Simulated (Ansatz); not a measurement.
**Single-point calculation, with input and output: Si2H6O3 (charge +4)**

- system: Si2H6O3, charge +4
- method: RKS rPW86-PBE/def2-mTZVP (Ansatz 0.2.0)

Some settings of this run were made unusual or wrong on purpose. The geometry comes from this level: PBE0-D4/def2-TZVP.

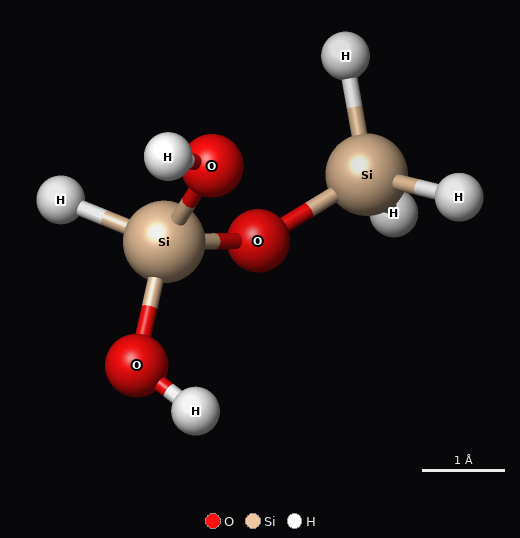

The input geometry (ball-and-stick view, seen at a tilt).

What the run reported

```tsv
quantity	value
outcome	converged
total energy	−21970.0535 eV
SCF solution under orbital rotations	stable
largest force (length of the vector)	3.703 eV/Å
hardware	4 threads of Arm Neoverse V2, 23 GiB of memory available, shared host
wall time	16 s (CPU time 61 s)
peak memory	0.46 GiB
```

A setting was made wrong on purpose: charge. The run converged all the same; its numbers are those of the faulty input and shouldn't be used.

Input file
```yaml
crystal:
  periodic: [false, false, false]
  atoms:
    - {symbol: O, position_ang: [-2.050090, 0.722466, 1.083641]}
    - {symbol: Si, position_ang: [-0.434525, 0.605765, 0.893286]}
    - {symbol: O, position_ang: [0.207122, -0.703976, 1.641543]}
    - {symbol: O, position_ang: [-0.039661, 0.422614, -0.668726]}
    - {symbol: Si, position_ang: [0.977397, -0.380036, -1.674254]}
    - {symbol: H, position_ang: [-2.605673, 0.045495, 0.693810]}
    - {symbol: H, position_ang: [0.098695, 1.867516, 1.435603]}
    - {symbol: H, position_ang: [0.074218, -0.792011, 2.586049]}
    - {symbol: H, position_ang: [2.373371, -0.310104, -1.171871]}
    - {symbol: H, position_ang: [0.897341, 0.267887, -3.006208]}
    - {symbol: H, position_ang: [0.567305, -1.802618, -1.792273]}
basis:
  gaussian: {orbitals: def2-mTZVP, final_grid: {core_spheres: 8, valence_spheres: 7, degree: 23}, nuclear_model: gaussian, point_charges: [{charge: 2.00, position_ang: [7.199, 0.560, 0.889]}]}
total_charge: 4
hamiltonian: {xc: {name: rPW86-PBE}, pseudopotentials: {relativity: scalar}}
output: {forces: true}
```

Launch command:
```bash
ansatz run in.yaml --threads 4 --pin off --events-out ev --progress --plain --max-ram 10444MiB
```

Output
```
Functional definition: rPW86-PBE
  name "rPW86-PBE"
  cite "Murray, Lee & Langreth, J. Chem. Theory Comput. 5, 2754 (2009) doi:10.1021/ct900365q"
  cite "Perdew, Burke & Ernzerhof, Phys. Rev. Lett. 77, 3865 (1996) doi:10.1103/PhysRevLett.77.3865"
  parent pbe
  exchange = rpw86_x
  correlation = pbe_c
1148 factors; their error is unknown
mean field evaluation 1: about -21850.3530 eV, gradient 2.4e2 eV
mean field evaluation 2: about -20357.4747 eV, gradient 6.4e2 eV
mean field evaluation 4: about -21734.2481 eV, gradient 2.5e2 eV
mean field evaluation 8: about -21914.4858 eV, gradient 1.3e2 eV
mean field evaluation 16: about -21969.9077 eV, gradient 1.9e-1 eV
mean field evaluation 32: about -21957.6221 eV, gradient 5.0e1 eV
mean field evaluation 64: about -21968.5549 eV, gradient 1.1e1 eV
mean field evaluation 96: about -21969.9858 eV, gradient 1.3e0 eV
mean field evaluation 128: about -21970.0166 eV, gradient 1.4e0 eV
mean field evaluation 160: about -21968.9140 eV, gradient 2.0e0 eV
mean field -21970.05335294 eV, -807.3845688834 hartree, gradient 3.2e-6 eV, S^2 0.000000; 14 other end points of the search recorded, 0 dependent functions left out
the calculation of the forces begins
reference -21970.05345627 eV, -807.3845726808 hartree; 27, 27 occupied and 107, 107 virtual orbitals, 1148 factors
Total energy: -21970.05345627 eV, -807.3845726808 hartree
Relativity: scalar
Atom 0 at    -2.050090     0.722466     1.083641 Å, force    -0.841957     1.256037     1.580489 eV/Å
Atom 1 at    -0.434525     0.605765     0.893286 Å, force    -0.543843     0.183349     0.546382 eV/Å
Atom 2 at     0.207122    -0.703976     1.641543 Å, force    -0.210395    -0.061061    -1.056433 eV/Å
Atom 3 at    -0.039661     0.422614    -0.668726 Å, force     0.904062    -0.299789    -1.039470 eV/Å
Atom 4 at     0.977397    -0.380036    -1.674254 Å, force    -0.182003     0.649290    -0.358120 eV/Å
Atom 5 at    -2.605673     0.045495     0.693810 Å, force    -3.005221    -1.731073    -1.296896 eV/Å
Atom 6 at     0.098695     1.867516     1.435603 Å, force     1.271530     2.162496     0.744246 eV/Å
Atom 7 at     0.074218    -0.792011     2.586049 Å, force     0.278719    -1.151084     3.429981 eV/Å
Atom 8 at     2.373371    -0.310104    -1.171871 Å, force     1.601663     0.279203     0.520990 eV/Å
Atom 9 at     0.897341     0.267887    -3.006208 Å, force    -0.178639     1.173762    -3.040771 eV/Å
Atom 10 at     0.567305    -1.802618    -1.792273 Å, force    -1.083517    -2.651737    -0.421813 eV/Å
Dipole moment:     0.444523    -0.465885    -0.832598 e Å
```
